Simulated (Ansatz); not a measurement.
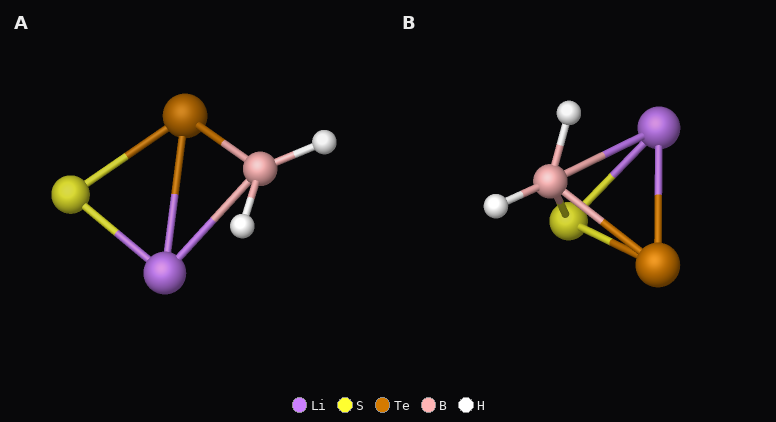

2 stationary structures of one formula. Geometries: PBE0-D4/def2-TZVP. Electronic energies: RHF-CCSD(T) (frozen core)/def2-TZVPP (Ansatz 0.2.0), without zero-point energy. No frequency run is at hand to confirm each as a minimum.

### Rank them by energy, lowest first.

B is lowest (C1); A lies 0.775 eV above it (C1).
